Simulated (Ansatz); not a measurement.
The figure comes from a scan of Y (hcp, Mg type): volume and axial ratio are varied about the relaxed values (subscript 0). The numbers are results of PBE (plane waves to 420 eV, PAW, scalar-relativistic; Ansatz, an electronic-structure program), not measurements. k mesh 15×15×8 (Γ-centred), Fermi-Dirac smearing 0.05 eV. Energies are smeared free energies. With partly filled bands, the response to shear is sensitive to the k mesh, so small differences along c/a are uncertain. The PAW data are Ansatz's earlier set. Y is run without spin polarisation. Y was relaxed with its symmetry unable to fall. ΔE is measured from the relaxed starting cell.

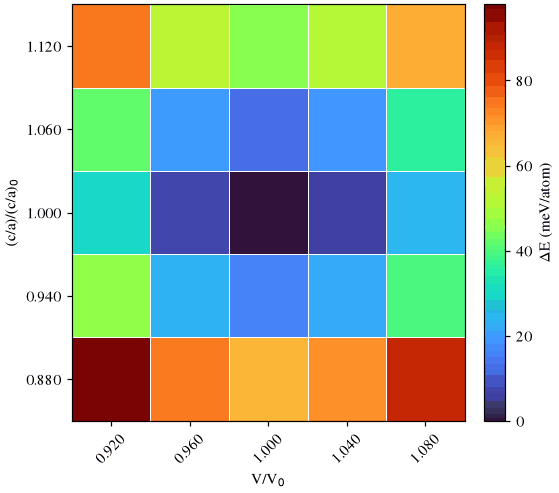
Fig. 1. ΔE (meV/atom), one tile a computed point.

**Question.** Read the plotted values off the figure, to the accuracy that the plot allows.

**Answer.** To the nearest 10:

ΔE (meV/atom), with V/V₀ across and (c/a)/(c/a)₀ down:

| (c/a)/(c/a)₀ \ V/V₀ | 0.920 | 0.960 | 1.000 | 1.040 | 1.080 |
|---|---|---|---|---|---|
| 0.880 | 100 | 70 | 70 | 70 | 90 |
| 0.940 | 50 | 20 | 20 | 20 | 40 |
| 1.000 | 30 | 10 | 0 | 10 | 20 |
| 1.060 | 40 | 20 | 10 | 20 | 40 |
| 1.120 | 70 | 50 | 50 | 50 | 70 |

(A scan under strain: stresses follow from slopes of the energy per volume, elastic moduli from its curvatures.)
